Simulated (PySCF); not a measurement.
System: C6H13BO2.

The calculation's input:

```
{"job": {"kind": "uv", "xc": "CAM-B3LYP", "basis": "def2-SVPD", "ip": true}, "charge": 0, "multiplicity": 1}
C     -3.203422     0.557242    -0.463833
C     -1.909457    -0.240476    -0.476476
C     -0.721837     0.550637     0.058542
C      0.588850    -0.224006     0.136215
C      1.663229     0.586860     0.845988
O      2.912310    -0.066676     0.857575
B      3.229863    -0.946629    -0.126723
O      2.390745    -1.238863    -1.153416
C      1.117706    -0.634963    -1.230756
H     -4.047030    -0.032839    -0.851937
H     -3.119217     1.464522    -1.083444
H     -3.464140     0.879867     0.557034
H     -1.702656    -0.581528    -1.504942
H     -2.031110    -1.158459     0.125026
H     -0.968780     0.922149     1.069181
H     -0.572644     1.453793    -0.561952
H      0.423363    -1.146300     0.724518
H      1.773970     1.571862     0.354947
H      1.373235     0.778567     1.891666
H      4.302536    -1.494422    -0.086061
H      1.176629     0.253284    -1.888289
H      0.441833    -1.353981    -1.718244
```

Command:

```sh
OMP_NUM_THREADS=1 python probes_run.py task.json out
```

Geometry: PBE0-D3(BJ)/def2-SVP.

These are results of CAM-B3LYP/def2-SVPD, SCF density, gas phase in PySCF 2.14.0, not measurements.

Question: What will maps of the electron density and electron localisation function show?

Answer: C–O (1.41 Å): ρ is about 2.1 e/Å³ halfway, with its minimum of 1.7 e/Å³ about 0.5 Å from C; the ELF peaks at about 0.90 between the atoms; a shared but strongly polarised pair.
C–C (1.52 Å): the density is about 1.7 e/Å³ at the midpoint; the ELF peaks at about 0.95 between the atoms (a shared electron pair).
C–H (1.10 Å): the density is about 1.9 e/Å³ at the midpoint; the ELF climbs to about 1 towards the hydrogen, as it does in any bond to H; a covalent bond by its length.

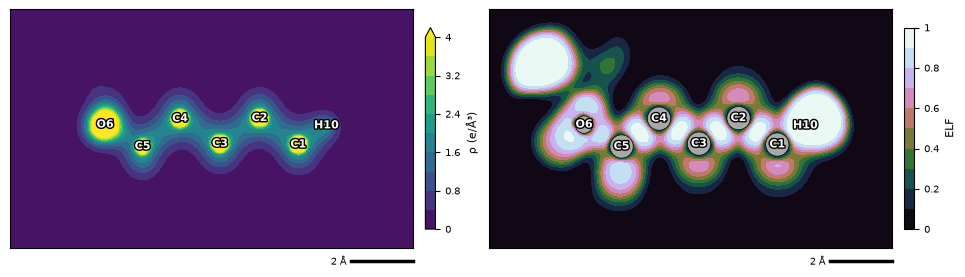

Computed electron density and electron localisation function on the plane of atoms C2, C3 and C4, in this order. Grey discs cover the atomic cores in the ELF map. 
